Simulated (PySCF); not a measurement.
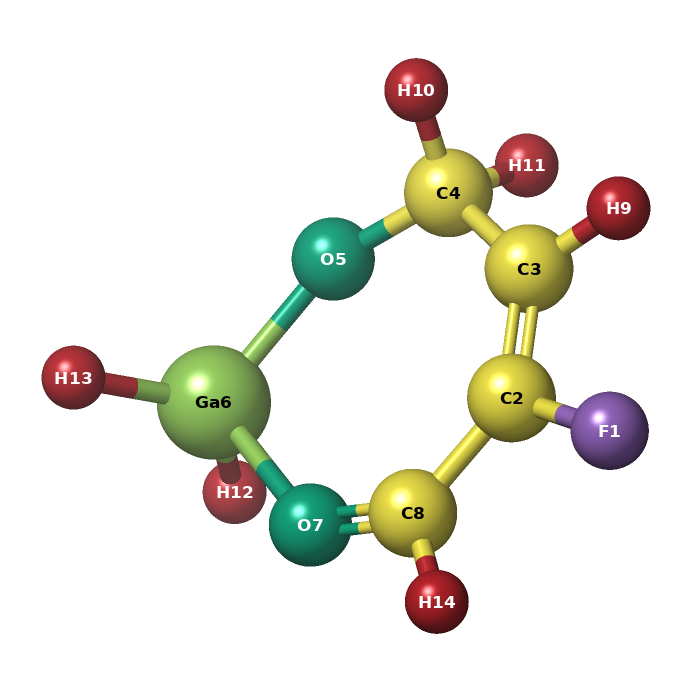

The geometry was computed by an optimisation with GFN2-xTB. No frequency run is at hand to confirm it as a minimum. Level of theory: B3LYP/pcJ-1 (pcSseg-1 on Ga) indirect spin-spin coupling, non-relativistic, gas phase (PySCF 2.14.0). Isotopes: 13C, 19F, 1H, 17O.

Give the spin–spin coupling constants of these pairs, with the number of bonds between them: F1/C2, F1/C8, F1/C3, F1/H9, F1/C4, F1/H14, F1/O7.

| pair | bonds apart | J (Hz) |
| --- | --- | --- |
| F1, C2 | 1 | −281.9 |
| F1, C8 | 2 | 58.0 |
| F1, C3 | 2 | 24.6 |
| F1, H9 | 3 | 22.6 |
| F1, C4 | 3 | 3.6 |
| F1, H14 | 3 | 8.0 |
| F1, O7 | 3 | 13.7 |

Density functionals are unreliable for couplings to fluorine, so those rows may be far off.

The geometry is semi-empirical. Around Ga such bond lengths and angles can be off by a tenth of an ångström or more and by several degrees, and values that hang on the shape move with them.
